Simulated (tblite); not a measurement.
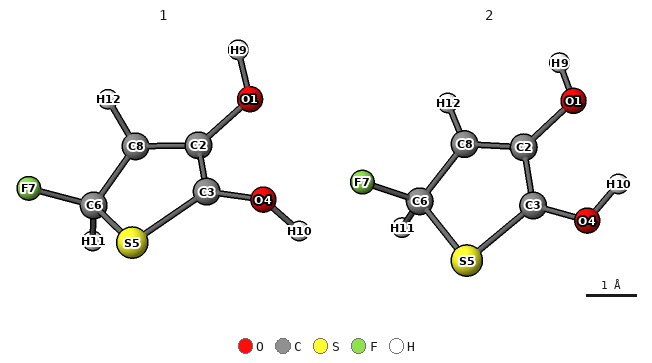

Two geometries of C4H4FO2S (multiplicity 2), drawn at one scale. One is the start of a relaxation, the other its converged end. The picture is a ball-and-stick view, seen at a tilt.

All numbers below come from GFN2-xTB geometry optimisation, gas phase (tblite). 

### Which of the two is the end point?

Structure 2 is the relaxed one. Over 94 geometry steps the energy falls by 134.7 kJ/mol. The atom that moves furthest after the best rigid fit is H10 (0.96 Å). Largest moves by element: H 0.96 Å, S 0.52 Å, F 0.48 Å, O 0.44 Å, C 0.29 Å. Some distances before and after: C3–S5 1.813 → 1.734 Å, C2–C3 1.333 → 1.399 Å, O1–H9 1.023 → 0.963 Å, C2–C8 1.423 → 1.370 Å. Among the angles between lasting bonds that change: C2–C8–H12 111.0° → 125.8°, C3–O4–H10 119.8° → 108.0°, C2–O1–H9 118.9° → 109.1°. Groups turn about C3–O4 by about 90°, O1–C2 by about 40°.
